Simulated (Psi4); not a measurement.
**C2H4F− (SMILES C[CH-]F) at CAM-B3LYP/6-311+G(d,p) (sweep point 5)**

Aim: the vertical ionisation energy of C2H4F− at CAM-B3LYP/6-311+G** (sweep point 5), from 2 runs. 

Program for the calculation: Psi4 1.11.

4 further runs of the same task are left out: 4 set aside as unsound or not needed.

## Step 1: The molecule

The species is C2H4F− (7 atoms), meant as a singlet with charge -1. As SMILES, `C[CH-]F`. The coordinates come from a GFN2-xTB relaxation.

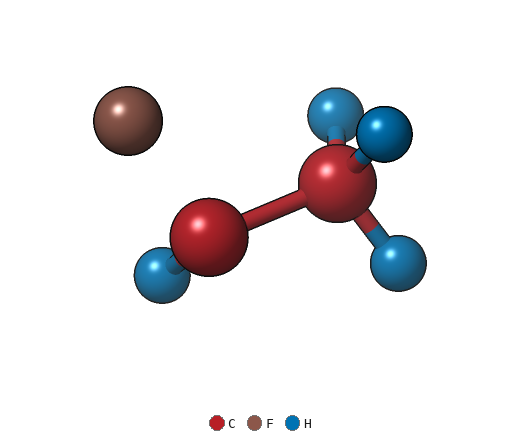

Viewed from a chosen angle; carbon red, fluorine brown, hydrogen blue.

## Step 2: A single-point energy at CAM-B3LYP/6-311+G(d,p) (sweep point 5)

Input file input.in:

```
memory 1600 MB

molecule m {
  -1 1
  C     -0.493040     0.360290    -0.091850
  C      0.969020    -0.047280     0.128740
  F      0.898020    -1.118910     1.193240
  H     -1.211500    -0.457090    -0.321760
  H     -0.527430     1.067250    -0.930470
  H     -0.880610     0.878910     0.794150
  H      1.245550    -0.683170    -0.772050
  symmetry c1
}

set basis 6-311+G**
set puream true
set scf_type pk
set dft_radial_points 99
set dft_spherical_points 590
set d_convergence 1e-06
set e_convergence 1e-06

E, wfn = energy('cam-b3lyp', return_wfn=True)
print_variables()
```

Command:

```
psi4 input.in input.out -n 1
```

input.out:

```text
[...]
  Running in c1 symmetry.
[...]
  Nuclear repulsion =   69.247302818549116
[...]
  Multiplicity = 1
[...]
  Nalpha       = 13
  Nbeta        = 13
[...]
    Number of basis functions: 90
[...]
   @RKS iter   1:  -178.05123105929846   -5.03374e-01   8.68883e-03 DIIS/ADIIS
[...]
   @RKS iter  10:  -178.38087949610764   -1.72371e-07   6.12631e-07 DIIS
[...]
    Orbital Energies [Eh]
    ---------------------
    Doubly Occupied:
       1A    -24.472544     2A    -10.038768     3A    -10.032813
       4A     -0.985406     5A     -0.605859     6A     -0.437696
       7A     -0.307185     8A     -0.284133     9A     -0.262015
      10A     -0.237043    11A     -0.216689    12A     -0.158229
      13A     -0.002410
[...]
  @RKS Final Energy:  -178.38087949610764
   => Energetics <=
    Nuclear Repulsion Energy =             69.2473028185491160
    One-Electron Energy =                -387.7718208007560179
    Two-Electron Energy =                 156.8249978787347914
    DFT Exchange-Correlation Energy =     -16.6813593926354997
    Empirical Dispersion Energy =           0.0000000000000000
    VV10 Nonlocal Energy =                  0.0000000000000000
    Total Energy =                       -178.3808794961076387
[...]
 Multipole Moments:
 ------------------------------------------------------------------------------------
     Multipole            Electronic (a.u.)      Nuclear  (a.u.)        Total (a.u.)
 ------------------------------------------------------------------------------------
 L = 1.  Multiply by 2.5417464519 to convert [e a0] to [Debye]
 Dipole X            :          2.2873830           -3.4115633           -1.1241804
 Dipole Y            :         -3.2587227            2.8069711           -0.4517516
 Dipole Z            :          3.3353827           -3.5841157           -0.2487330
 Magnitude           :                                                    1.2368222
[...]
```

Wall time 23 s (1 thread of Intel Xeon Platinum 8259CL at 2.50GHz (Skylake/Cascade Lake), shared host); peak memory 0.87 GiB.

## Step 3: Doublet neutral C2H4F, same level

Input file job.in:

```
memory 1600 MB

molecule geom {
  0 2
  C     -0.493040     0.360290    -0.091850
  C      0.969020    -0.047280     0.128740
  F      0.898020    -1.118910     1.193240
  H     -1.211500    -0.457090    -0.321760
  H     -0.527430     1.067250    -0.930470
  H     -0.880610     0.878910     0.794150
  H      1.245550    -0.683170    -0.772050
  units angstrom
  symmetry c1
}

set {
  basis                6-311+G**
  reference            uks
  puream               true
  scf_type             pk
  dft_radial_points    99
  dft_spherical_points 590
  d_convergence        1e-06
  e_convergence        1e-06
  maxiter              150
}

energy("cam-b3lyp")
```

Command:

```
psi4 -i job.in -o job.out -n 1
```

job.out:

```text
[...]
  Running in c1 symmetry.
[...]
  Nuclear repulsion =   69.247302818549116
[...]
  Multiplicity = 2
[...]
  Nalpha       = 13
  Nbeta        = 12
[...]
    Number of basis functions: 90
[...]
   @UKS iter   1:  -178.18617943101520   -6.38322e-01   6.52679e-03 ADIIS/DIIS
[...]
   @UKS iter  10:  -178.34713471358674   -2.50537e-08   3.51600e-07 DIIS
[...]
   @S^2 Observed:                7.527249781E-01
[...]
    Orbital Energies [Eh]
    ---------------------
    Alpha Occupied:
       1A    -24.737018     2A    -10.368636     3A    -10.265672
       4A     -1.245624     5A     -0.857100     6A     -0.702941
       7A     -0.562169     8A     -0.533063     9A     -0.519425
      10A     -0.473876    11A     -0.461264    12A     -0.418175
      13A     -0.348357
    Alpha Virtual:
      14A      0.033329    15A      0.054635    16A      0.061060
      17A      0.069679    18A      0.085314    19A      0.102821
      20A      0.107376    21A      0.151180    22A      0.160647
      23A      0.185377    24A      0.189449    25A      0.216538
[...]
  @UKS Final Energy:  -178.34713471358674
   => Energetics <=
    Nuclear Repulsion Energy =             69.2473028185491160
    One-Electron Energy =                -381.3832552454651932
    Two-Electron Energy =                 150.3077584012246177
    DFT Exchange-Correlation Energy =     -16.5189406878952383
    Empirical Dispersion Energy =           0.0000000000000000
    VV10 Nonlocal Energy =                  0.0000000000000000
    Total Energy =                       -178.3471347135867404
[...]
 Multipole Moments:
 ------------------------------------------------------------------------------------
     Multipole            Electronic (a.u.)      Nuclear  (a.u.)        Total (a.u.)
 ------------------------------------------------------------------------------------
 L = 1.  Multiply by 2.5417464519 to convert [e a0] to [Debye]
 Dipole X            :          3.0149714           -3.4115633           -0.3965920
 Dipole Y            :         -2.3404085            2.8069711            0.4665625
 Dipole Z            :          2.7948600           -3.5841157           -0.7892557
 Magnitude           :                                                    0.9989446
[...]
```

It took 34 s on 1 thread of Intel Xeon Platinum 8259CL at 2.50GHz (Skylake/Cascade Lake), shared host; peak memory 0.87 GiB.

## Step 4: Summary of results

Level: CAM-B3LYP/6-311+G** (sweep point 5).

| quantity | value |
| --- | --- |
| singlet C2H4F−: total energy | -178.38088 Eh |
| singlet C2H4F−: HOMO energy | -0.07 eV |
| singlet C2H4F−: LUMO energy | 4.80 eV |
| singlet C2H4F−: HOMO–LUMO gap (to an unbound level, set by the basis) | 4.86 eV |
| doublet neutral C2H4F: total energy | -178.34713 Eh |
| doublet neutral C2H4F: dipole moment | 2.54 D |
| doublet neutral C2H4F: HOMO energy (highest over α and β) | -9.48 eV |
| doublet neutral C2H4F: LUMO energy (lowest over α and β) | -1.91 eV |
| doublet neutral C2H4F: ⟨S²⟩ | 0.753 |
| vertical detachment energy (to the doublet neutral) | 0.918 eV |

What this shows: Removing an electron at fixed nuclei costs 0.92 eV (21.2 kcal/mol). −ε(HOMO) before ionisation, 0.07 eV, is 0.85 eV below this ionisation energy.
